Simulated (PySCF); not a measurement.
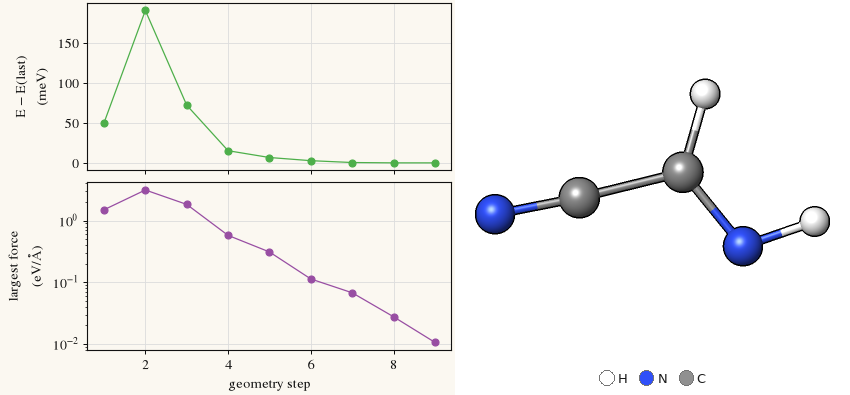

Beside the plot: the molecule at the start.

History of a geometry optimisation.

System: C-Cyanomethanimine (SMILES [H]/N=C/C#N).
Method: PBE0-D3(BJ)/def2-SVP, geometry optimisation (PySCF 2.14.0, density fitting).

### How did the optimisation end?

The optimisation met its thresholds at geometry 9, counting the start as the first. The energy fell by about 50 meV from the first step to the last, with a rise at step 2. The largest force goes from about 1.5 eV/Å at the start to 0.011 eV/Å at the end, with a peak of 3.1 eV/Å at step 2.

### By which step was nine tenths of the energy gained?

By step 6 of 9.
